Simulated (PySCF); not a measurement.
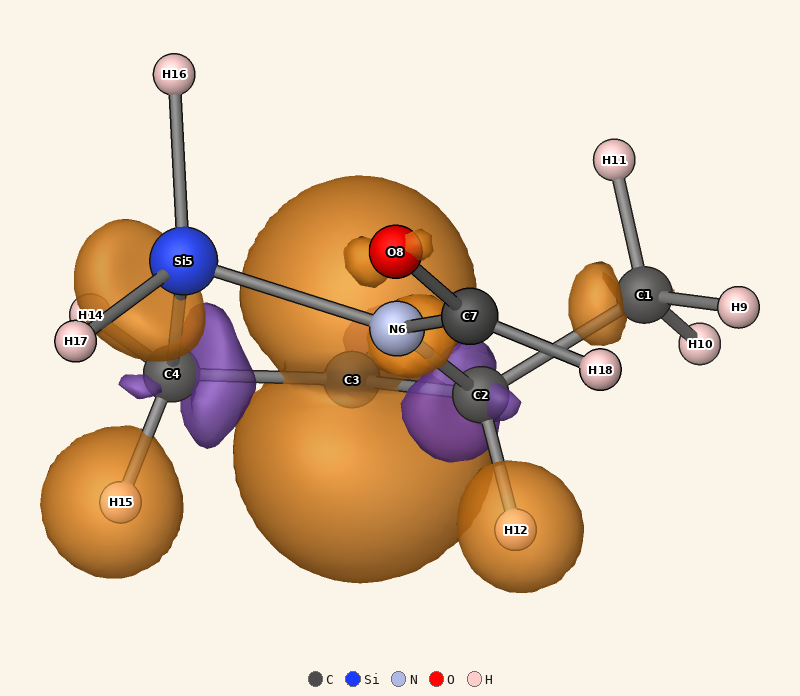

The picture shows: C5H10NOSi (doublet). Isosurfaces of the spin density at +0.02 (orange) and −0.02 e/Å³ (purple), seen from one side.

Geometry: GFN2-xTB.

These are results of UKS B3LYP, pcH-1 on C H N O Si, non-relativistic, mean-field spin-orbit, GIAO in PySCF, not measurements.

```yaml
atoms:
  - { symbol: C, position_ang: [1.9839, 0.4603, -0.3959] }
  - { symbol: C, position_ang: [0.7998, 0.0012, 0.4596] }
  - { symbol: C, position_ang: [0.4937, -1.4381, 0.2384] }
  - { symbol: C, position_ang: [-0.9220, -1.8190, 0.2927] }
  - { symbol: Si, position_ang: [-1.8078, -0.2391, -0.3671] }
  - { symbol: N, position_ang: [-0.4244, 0.7250, 0.1224] }
  - { symbol: C, position_ang: [-0.5710, 2.0504, 0.1607] }
  - { symbol: O, position_ang: [-1.5946, 2.5873, -0.2012] }
  - { symbol: H, position_ang: [2.2090, 1.5100, -0.2240] }
  - { symbol: H, position_ang: [2.8631, -0.1291, -0.1479] }
  - { symbol: H, position_ang: [1.7512, 0.3230, -1.4495] }
  - { symbol: H, position_ang: [1.0334, 0.2073, 1.5202] }
  - { symbol: H, position_ang: [1.2259, -2.0569, -0.2476] }
  - { symbol: H, position_ang: [-1.1183, -2.7456, -0.2387] }
  - { symbol: H, position_ang: [-1.2646, -1.9590, 1.3242] }
  - { symbol: H, position_ang: [-1.9720, -0.2060, -1.8169] }
  - { symbol: H, position_ang: [-2.9861, 0.1154, 0.4088] }
  - { symbol: H, position_ang: [0.2922, 2.6190, 0.5502] }
```

**Where is the unpaired spin?**

The unpaired spin (1 electron) lies mostly on C3 (about 0.7), in electrons by Hirshfeld's partition.
